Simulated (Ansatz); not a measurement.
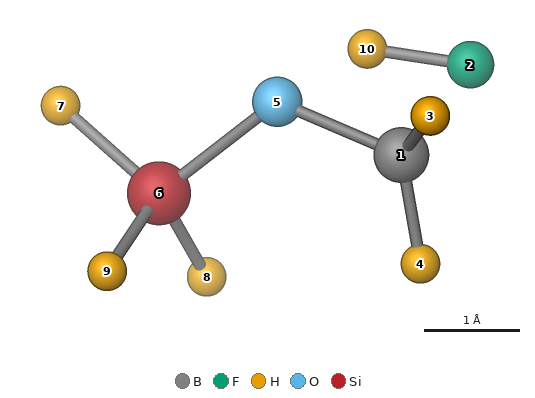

Figure 1. The starting structure (ball-and-stick view, seen at a tilt; atoms are numbered from 1 in the order of the input). Bond lengths as drawn: B–H 1.20 Å, B–O 1.51 Å, F–H 1.10 Å, H–Si 1.48 to 1.49 Å and O–Si 1.69 Å.

## Molecular dynamics of BSiH6OF (part 1 of 3)

System: BSiH6OF.
Method: RKS PBE0-D4/6-31G* (Ansatz 0.2.0).

It belongs to a series of runs on one base structure; here: dynamics from the highest image of the converged band. Figures and captions count atoms from 1; the log counts them from 0 in places.

### The input
```yaml
crystal:
  periodic: [false, false, false]
  atoms:
    - { symbol: B, position_ang: [-0.033171, -0.215821, 0.005949] }
    - { symbol: F, position_ang: [0.093736, -0.030462, 1.623083] }
    - { symbol: H, position_ang: [0.861838, 0.396929, -0.496592] }
    - { symbol: H, position_ang: [-1.175318, -0.006375, -0.302101] }
    - { symbol: O, position_ang: [0.291096, -1.672251, 0.240834] }
    - { symbol: Si, position_ang: [-0.714528, -2.932576, -0.250607] }
    - { symbol: H, position_ang: [-0.12047, -4.183028, 0.283189] }
    - { symbol: H, position_ang: [-2.086452, -2.745291, 0.292549] }
    - { symbol: H, position_ang: [-0.75007, -2.963247, -1.733391] }
    - { symbol: H, position_ang: [0.286037, -1.095377, 1.409383] }
basis:
  gaussian: { orbitals: "6-31G*" }
hamiltonian:
  xc: pbe0
  dispersion: d4
md:
  timestep: 0.5
  n_steps: 200
  ensemble: nve
  temperature: 300.0
  initial_velocities: maxwell_boltzmann
  seed: 3016
```

Hardware: 1 thread of Intel Xeon (Sapphire Rapids), 16 GiB of memory available, shared host.

Command:
```bash
ansatz run input.yaml --threads 1 --pin off --max-ram 2048MiB --backend cpu --events-out ev --progress --plain --runs-dir out
```

### Log
```
Engine: ansatz 0.2.0, x86_64-unknown-linux-gnu
Functional definition: PBE0
  parameter a = 0.25
  parameter kappa = 0.804
  parameter beta = 0.06672455060314922
  exchange = (1 - a)*pbe_x(kappa = kappa, mu = beta*pi^2/3) + a*exact_x
  correlation = pbe_c(beta = beta)
816 factors; integrals over basis functions are off by at most 7.2e-4 eV
mean field evaluation 1: about -13403.8580 eV, gradient 4.0e1 eV
mean field evaluation 2: about -13400.5970 eV, gradient 5.9e1 eV
mean field evaluation 4: about -13406.5204 eV, gradient 2.9e0 eV
mean field evaluation 8: about -13406.5523 eV, gradient 6.3e-2 eV
mean field -13406.55230976 eV, -492.6817100960 hartree, gradient 7.0e-5 eV, S^2 0.000000; 0 other end points of the search recorded, 0 dependent functions left out
the calculation of the forces begins
reference -13406.55233388 eV, -492.6817109826 hartree; 21, 21 occupied and 55, 55 virtual orbitals, 816 factors
md step     0: t =     0.00 fs  T =   300.0 K  F+E_penalty+E_count = -13406.68630134 eV  E_kin = 0.310224 eV  conserved = -13406.37607734 eV  (24 SCF iters)
these checks for a lower state are left out or cut short: starts, cluster_reference, orbital_swaps, neighbouring_geometries, increment
816 factors; integrals over basis functions are off by at most 7.1e-4 eV
mean field evaluation 16: about -13406.5242 eV, gradient 7.2e-1 eV
mean field -13406.54621282 eV, -492.6814860376 hartree, gradient 7.0e-5 eV, S^2 0.000000; 0 other end points of the search recorded, 0 dependent functions left out
the calculation of the forces begins
reference -13406.54623691 eV, -492.6814869230 hartree; 21, 21 occupied and 55, 55 virtual orbitals, 816 factors
md step     1: t =     0.50 fs  T =   294.3 K  F+E_penalty+E_count = -13406.68033795 eV  E_kin = 0.304299 eV  conserved = -13406.37603917 eV  (26 SCF iters, 3 dispersion substeps)
[... from here on the SCF iterations and repeated set-up lines of each step are left out, up to the last step ...]
md step     2: t =     1.00 fs  T =   278.1 K  F+E_penalty+E_count = -13406.66339870 eV  E_kin = 0.287547 eV  conserved = -13406.37585146 eV  (26 SCF iters, 3 dispersion substeps)
md step     3: t =     1.50 fs  T =   254.3 K  F+E_penalty+E_count = -13406.63856589 eV  E_kin = 0.263018 eV  conserved = -13406.37554766 eV  (26 SCF iters, 3 dispersion substeps)
md step     4: t =     2.00 fs  T =   227.7 K  F+E_penalty+E_count = -13406.61068243 eV  E_kin = 0.235475 eV  conserved = -13406.37520730 eV  (24 SCF iters, 3 dispersion substeps)
md step     5: t =     2.50 fs  T =   203.2 K  F+E_penalty+E_count = -13406.58510406 eV  E_kin = 0.210170 eV  conserved = -13406.37493402 eV  (23 SCF iters, 3 dispersion substeps)
md step     6: t =     3.00 fs  T =   185.0 K  F+E_penalty+E_count = -13406.56611179 eV  E_kin = 0.191299 eV  conserved = -13406.37481265 eV  (22 SCF iters, 3 dispersion substeps)
md step     7: t =     3.50 fs  T =   174.8 K  F+E_penalty+E_count = -13406.55562289 eV  E_kin = 0.180753 eV  conserved = -13406.37486955 eV  (22 SCF iters, 3 dispersion substeps)
md step     8: t =     4.00 fs  T =   171.9 K  F+E_penalty+E_count = -13406.55278475 eV  E_kin = 0.177722 eV  conserved = -13406.37506256 eV  (22 SCF iters, 3 dispersion substeps)
md step     9: t =     4.50 fs  T =   173.4 K  F+E_penalty+E_count = -13406.55459960 eV  E_kin = 0.179292 eV  conserved = -13406.37530719 eV  (22 SCF iters, 3 dispersion substeps)
md step    10: t =     5.00 fs  T =   175.7 K  F+E_penalty+E_count = -13406.55720065 eV  E_kin = 0.181682 eV  conserved = -13406.37551912 eV  (22 SCF iters, 3 dispersion substeps)
md step    11: t =     5.50 fs  T =   175.5 K  F+E_penalty+E_count = -13406.55715912 eV  E_kin = 0.181515 eV  conserved = -13406.37564424 eV  (21 SCF iters, 3 dispersion substeps)
md step    12: t =     6.00 fs  T =   170.9 K  F+E_penalty+E_count = -13406.55235497 eV  E_kin = 0.176688 eV  conserved = -13406.37566653 eV  (21 SCF iters, 3 dispersion substeps)
md step    13: t =     6.50 fs  T =   161.2 K  F+E_penalty+E_count = -13406.54227313 eV  E_kin = 0.166675 eV  conserved = -13406.37559856 eV  (22 SCF iters, 3 dispersion substeps)
md step    14: t =     7.00 fs  T =   147.4 K  F+E_penalty+E_count = -13406.52784566 eV  E_kin = 0.152378 eV  conserved = -13406.37546776 eV  (22 SCF iters, 3 dispersion substeps)
md step    15: t =     7.50 fs  T =   131.3 K  F+E_penalty+E_count = -13406.51104257 eV  E_kin = 0.135737 eV  conserved = -13406.37530529 eV  (23 SCF iters, 3 dispersion substeps)
md step    16: t =     8.00 fs  T =   115.3 K  F+E_penalty+E_count = -13406.49437845 eV  E_kin = 0.119237 eV  conserved = -13406.37514133 eV  (23 SCF iters, 3 dispersion substeps)
md step    17: t =     8.50 fs  T =   102.0 K  F+E_penalty+E_count = -13406.48042746 eV  E_kin = 0.105426 eV  conserved = -13406.37500173 eV  (22 SCF iters, 3 dispersion substeps)
md step    18: t =     9.00 fs  T =    93.3 K  F+E_penalty+E_count = -13406.47139686 eV  E_kin = 0.096490 eV  conserved = -13406.37490719 eV  (22 SCF iters, 3 dispersion substeps)
md step    19: t =     9.50 fs  T =    90.8 K  F+E_penalty+E_count = -13406.46878479 eV  E_kin = 0.093913 eV  conserved = -13406.37487204 eV  (22 SCF iters, 3 dispersion substeps)
md step    20: t =    10.00 fs  T =    95.0 K  F+E_penalty+E_count = -13406.47314709 eV  E_kin = 0.098244 eV  conserved = -13406.37490264 eV  (22 SCF iters, 3 dispersion substeps)
md step    21: t =    10.50 fs  T =   105.4 K  F+E_penalty+E_count = -13406.48399764 eV  E_kin = 0.109002 eV  conserved = -13406.37499591 eV  (25 SCF iters, 3 dispersion substeps)
md step    22: t =    11.00 fs  T =   120.6 K  F+E_penalty+E_count = -13406.49986446 eV  E_kin = 0.124726 eV  conserved = -13406.37513840 eV  (22 SCF iters, 3 dispersion substeps)
md step    23: t =    11.50 fs  T =   138.5 K  F+E_penalty+E_count = -13406.51851560 eV  E_kin = 0.143210 eV  conserved = -13406.37530571 eV  (23 SCF iters, 3 dispersion substeps)
md step    24: t =    12.00 fs  T =   156.6 K  F+E_penalty+E_count = -13406.53735520 eV  E_kin = 0.161891 eV  conserved = -13406.37546435 eV  (23 SCF iters, 3 dispersion substeps)
md step    25: t =    12.50 fs  T =   172.5 K  F+E_penalty+E_count = -13406.55395563 eV  E_kin = 0.178379 eV  conserved = -13406.37557707 eV  (26 SCF iters, 3 dispersion substeps)
md step    26: t =    13.00 fs  T =   184.7 K  F+E_penalty+E_count = -13406.56663415 eV  E_kin = 0.191020 eV  conserved = -13406.37561368 eV  (26 SCF iters, 3 dispersion substeps)
md step    27: t =    13.50 fs  T =   192.8 K  F+E_penalty+E_count = -13406.57490644 eV  E_kin = 0.199342 eV  conserved = -13406.37556481 eV  (26 SCF iters, 3 dispersion substeps)
md step    28: t =    14.00 fs  T =   197.4 K  F+E_penalty+E_count = -13406.57960603 eV  E_kin = 0.204152 eV  conserved = -13406.37545367 eV  (26 SCF iters, 3 dispersion substeps)
md step    29: t =    14.50 fs  T =   200.4 K  F+E_penalty+E_count = -13406.58251284 eV  E_kin = 0.207180 eV  conserved = -13406.37533321 eV  (27 SCF iters, 3 dispersion substeps)
md step    30: t =    15.00 fs  T =   203.4 K  F+E_penalty+E_count = -13406.58554568 eV  E_kin = 0.210281 eV  conserved = -13406.37526428 eV  (26 SCF iters, 3 dispersion substeps)
md step    31: t =    15.50 fs  T =   207.5 K  F+E_penalty+E_count = -13406.58985296 eV  E_kin = 0.214572 eV  conserved = -13406.37528144 eV  (26 SCF iters, 3 dispersion substeps)
md step    32: t =    16.00 fs  T =   212.7 K  F+E_penalty+E_count = -13406.59529303 eV  E_kin = 0.219922 eV  conserved = -13406.37537142 eV  (26 SCF iters, 3 dispersion substeps)
md step    33: t =    16.50 fs  T =   217.7 K  F+E_penalty+E_count = -13406.60062360 eV  E_kin = 0.225144 eV  conserved = -13406.37547954 eV  (26 SCF iters, 3 dispersion substeps)
md step    34: t =    17.00 fs  T =   221.2 K  F+E_penalty+E_count = -13406.60429696 eV  E_kin = 0.228753 eV  conserved = -13406.37554402 eV  (26 SCF iters, 3 dispersion substeps)
md step    35: t =    17.50 fs  T =   222.3 K  F+E_penalty+E_count = -13406.60536347 eV  E_kin = 0.229829 eV  conserved = -13406.37553406 eV  (26 SCF iters, 3 dispersion substeps)
md step    36: t =    18.00 fs  T =   220.9 K  F+E_penalty+E_count = -13406.60393367 eV  E_kin = 0.228469 eV  conserved = -13406.37546508 eV  (26 SCF iters, 3 dispersion substeps)
md step    37: t =    18.50 fs  T =   218.2 K  F+E_penalty+E_count = -13406.60097130 eV  E_kin = 0.225588 eV  conserved = -13406.37538306 eV  (27 SCF iters, 3 dispersion substeps)
md step    38: t =    19.00 fs  T =   215.0 K  F+E_penalty+E_count = -13406.59763715 eV  E_kin = 0.222306 eV  conserved = -13406.37533127 eV  (26 SCF iters, 3 dispersion substeps)
md step    39: t =    19.50 fs  T =   212.1 K  F+E_penalty+E_count = -13406.59466187 eV  E_kin = 0.219338 eV  conserved = -13406.37532408 eV  (26 SCF iters, 3 dispersion substeps)
md step    40: t =    20.00 fs  T =   209.6 K  F+E_penalty+E_count = -13406.59212978 eV  E_kin = 0.216785 eV  conserved = -13406.37534493 eV  (26 SCF iters, 3 dispersion substeps)
md step    41: t =    20.50 fs  T =   207.3 K  F+E_penalty+E_count = -13406.58971410 eV  E_kin = 0.214350 eV  conserved = -13406.37536412 eV  (25 SCF iters, 3 dispersion substeps)
md step    42: t =    21.00 fs  T =   204.8 K  F+E_penalty+E_count = -13406.58710834 eV  E_kin = 0.211748 eV  conserved = -13406.37536073 eV  (26 SCF iters, 3 dispersion substeps)
md step    43: t =    21.50 fs  T =   202.1 K  F+E_penalty+E_count = -13406.58433918 eV  E_kin = 0.209006 eV  conserved = -13406.37533274 eV  (27 SCF iters, 3 dispersion substeps)
md step    44: t =    22.00 fs  T =   199.7 K  F+E_penalty+E_count = -13406.58180441 eV  E_kin = 0.206510 eV  conserved = -13406.37529394 eV  (26 SCF iters, 3 dispersion substeps)
md step    45: t =    22.50 fs  T =   198.1 K  F+E_penalty+E_count = -13406.58007308 eV  E_kin = 0.204809 eV  conserved = -13406.37526411 eV  (26 SCF iters, 3 dispersion substeps)
md step    46: t =    23.00 fs  T =   197.6 K  F+E_penalty+E_count = -13406.57959054 eV  E_kin = 0.204331 eV  conserved = -13406.37525950 eV  (23 SCF iters, 3 dispersion substeps)
md step    47: t =    23.50 fs  T =   198.4 K  F+E_penalty+E_count = -13406.58043131 eV  E_kin = 0.205144 eV  conserved = -13406.37528779 eV  (22 SCF iters, 3 dispersion substeps)
md step    48: t =    24.00 fs  T =   200.0 K  F+E_penalty+E_count = -13406.58218726 eV  E_kin = 0.206842 eV  conserved = -13406.37534524 eV  (23 SCF iters, 3 dispersion substeps)
md step    49: t =    24.50 fs  T =   201.7 K  F+E_penalty+E_count = -13406.58402679 eV  E_kin = 0.208608 eV  conserved = -13406.37541861 eV  (23 SCF iters, 3 dispersion substeps)
md step    50: t =    25.00 fs  T =   202.5 K  F+E_penalty+E_count = -13406.58490948 eV  E_kin = 0.209422 eV  conserved = -13406.37548718 eV  (26 SCF iters, 3 dispersion substeps)
md step    51: t =    25.50 fs  T =   201.5 K  F+E_penalty+E_count = -13406.58391068 eV  E_kin = 0.208382 eV  conserved = -13406.37552885 eV  (26 SCF iters, 3 dispersion substeps)
md step    52: t =    26.00 fs  T =   198.3 K  F+E_penalty+E_count = -13406.58056979 eV  E_kin = 0.205044 eV  conserved = -13406.37552572 eV  (26 SCF iters, 3 dispersion substeps)
md step    53: t =    26.50 fs  T =   193.1 K  F+E_penalty+E_count = -13406.57516810 eV  E_kin = 0.199699 eV  conserved = -13406.37546879 eV  (26 SCF iters, 3 dispersion substeps)
md step    54: t =    27.00 fs  T =   187.1 K  F+E_penalty+E_count = -13406.56886535 eV  E_kin = 0.193506 eV  conserved = -13406.37535890 eV  (26 SCF iters, 3 dispersion substeps)
md step    55: t =    27.50 fs  T =   182.2 K  F+E_penalty+E_count = -13406.56366598 eV  E_kin = 0.188456 eV  conserved = -13406.37520970 eV  (26 SCF iters, 3 dispersion substeps)
md step    56: t =    28.00 fs  T =   180.9 K  F+E_penalty+E_count = -13406.56215333 eV  E_kin = 0.187094 eV  conserved = -13406.37505943 eV  (26 SCF iters, 3 dispersion substeps)
md step    57: t =    28.50 fs  T =   185.5 K  F+E_penalty+E_count = -13406.56682084 eV  E_kin = 0.191839 eV  conserved = -13406.37498177 eV  (26 SCF iters, 3 dispersion substeps)
md step    58: t =    29.00 fs  T =   197.1 K  F+E_penalty+E_count = -13406.57889392 eV  E_kin = 0.203832 eV  conserved = -13406.37506217 eV  (23 SCF iters, 3 dispersion substeps)
md step    59: t =    29.50 fs  T =   214.4 K  F+E_penalty+E_count = -13406.59705586 eV  E_kin = 0.221728 eV  conserved = -13406.37532807 eV  (23 SCF iters, 3 dispersion substeps)
md step    60: t =    30.00 fs  T =   233.5 K  F+E_penalty+E_count = -13406.61710066 eV  E_kin = 0.241407 eV  conserved = -13406.37569336 eV  (24 SCF iters, 3 dispersion substeps)
md step    61: t =    30.50 fs  T =   248.8 K  F+E_penalty+E_count = -13406.63327425 eV  E_kin = 0.257281 eV  conserved = -13406.37599288 eV  (25 SCF iters, 3 dispersion substeps)
md step    62: t =    31.00 fs  T =   256.0 K  F+E_penalty+E_count = -13406.64078300 eV  E_kin = 0.264696 eV  conserved = -13406.37608690 eV  (26 SCF iters, 3 dispersion substeps)
md step    63: t =    31.50 fs  T =   253.4 K  F+E_penalty+E_count = -13406.63794870 eV  E_kin = 0.262009 eV  conserved = -13406.37593987 eV  (26 SCF iters, 3 dispersion substeps)
md step    64: t =    32.00 fs  T =   242.9 K  F+E_penalty+E_count = -13406.62683076 eV  E_kin = 0.251213 eV  conserved = -13406.37561795 eV  (26 SCF iters, 3 dispersion substeps)
md step    65: t =    32.50 fs  T =   229.2 K  F+E_penalty+E_count = -13406.61228221 eV  E_kin = 0.237046 eV  conserved = -13406.37523655 eV  (26 SCF iters, 3 dispersion substeps)
md step    66: t =    33.00 fs  T =   217.9 K  F+E_penalty+E_count = -13406.60018995 eV  E_kin = 0.225283 eV  conserved = -13406.37490737 eV  (23 SCF iters, 3 dispersion substeps)
md step    67: t =    33.50 fs  T =   213.7 K  F+E_penalty+E_count = -13406.59570320 eV  E_kin = 0.220992 eV  conserved = -13406.37471143 eV  (23 SCF iters, 3 dispersion substeps)
md step    68: t =    34.00 fs  T =   219.7 K  F+E_penalty+E_count = -13406.60191265 eV  E_kin = 0.227221 eV  conserved = -13406.37469169 eV  (23 SCF iters, 3 dispersion substeps)
md step    69: t =    34.50 fs  T =   236.2 K  F+E_penalty+E_count = -13406.61912876 eV  E_kin = 0.244273 eV  conserved = -13406.37485613 eV  (24 SCF iters, 3 dispersion substeps)
md step    70: t =    35.00 fs  T =   260.7 K  F+E_penalty+E_count = -13406.64474938 eV  E_kin = 0.269571 eV  conserved = -13406.37517867 eV  (23 SCF iters, 3 dispersion substeps)
md step    71: t =    35.50 fs  T =   288.3 K  F+E_penalty+E_count = -13406.67370334 eV  E_kin = 0.298107 eV  conserved = -13406.37559670 eV  (26 SCF iters, 3 dispersion substeps)
md step    72: t =    36.00 fs  T =   312.8 K  F+E_penalty+E_count = -13406.69950299 eV  E_kin = 0.323496 eV  conserved = -13406.37600689 eV  (26 SCF iters, 3 dispersion substeps)
md step    73: t =    36.50 fs  T =   328.5 K  F+E_penalty+E_count = -13406.71592894 eV  E_kin = 0.339655 eV  conserved = -13406.37627395 eV  (26 SCF iters, 3 dispersion substeps)
md step    74: t =    37.00 fs  T =   331.6 K  F+E_penalty+E_count = -13406.71914712 eV  E_kin = 0.342874 eV  conserved = -13406.37627283 eV  (26 SCF iters, 3 dispersion substeps)
md step    75: t =    37.50 fs  T =   322.6 K  F+E_penalty+E_count = -13406.70955866 eV  E_kin = 0.333591 eV  conserved = -13406.37596813 eV  (26 SCF iters, 3 dispersion substeps)
md step    76: t =    38.00 fs  T =   306.3 K  F+E_penalty+E_count = -13406.69219541 eV  E_kin = 0.316715 eV  conserved = -13406.37548087 eV  (26 SCF iters, 3 dispersion substeps)
md step    77: t =    38.50 fs  T =   289.8 K  F+E_penalty+E_count = -13406.67476650 eV  E_kin = 0.299715 eV  conserved = -13406.37505118 eV  (23 SCF iters, 3 dispersion substeps)
md step    78: t =    39.00 fs  T =   279.6 K  F+E_penalty+E_count = -13406.66401207 eV  E_kin = 0.289133 eV  conserved = -13406.37487933 eV  (24 SCF iters, 3 dispersion substeps)
md step    79: t =    39.50 fs  T =   278.2 K  F+E_penalty+E_count = -13406.66270136 eV  E_kin = 0.287718 eV  conserved = -13406.37498381 eV  (24 SCF iters, 3 dispersion substeps)
md step    80: t =    40.00 fs  T =   284.4 K  F+E_penalty+E_count = -13406.66930067 eV  E_kin = 0.294074 eV  conserved = -13406.37522667 eV  (26 SCF iters, 3 dispersion substeps)
md step    81: t =    40.50 fs  T =   294.5 K  F+E_penalty+E_count = -13406.67999217 eV  E_kin = 0.304539 eV  conserved = -13406.37545342 eV  (26 SCF iters, 3 dispersion substeps)
md step    82: t =    41.00 fs  T =   305.1 K  F+E_penalty+E_count = -13406.69104856 eV  E_kin = 0.315460 eV  conserved = -13406.37558876 eV  (24 SCF iters, 3 dispersion substeps)
md step    83: t =    41.50 fs  T =   313.8 K  F+E_penalty+E_count = -13406.70010791 eV  E_kin = 0.324478 eV  conserved = -13406.37562975 eV  (27 SCF iters, 3 dispersion substeps)
md step    84: t =    42.00 fs  T =   319.8 K  F+E_penalty+E_count = -13406.70631435 eV  E_kin = 0.330710 eV  conserved = -13406.37560395 eV  (26 SCF iters, 3 dispersion substeps)
md step    85: t =    42.50 fs  T =   323.3 K  F+E_penalty+E_count = -13406.70991062 eV  E_kin = 0.334366 eV  conserved = -13406.37554469 eV  (23 SCF iters, 3 dispersion substeps)
md step    86: t =    43.00 fs  T =   325.1 K  F+E_penalty+E_count = -13406.71169015 eV  E_kin = 0.336204 eV  conserved = -13406.37548648 eV  (23 SCF iters, 3 dispersion substeps)
```
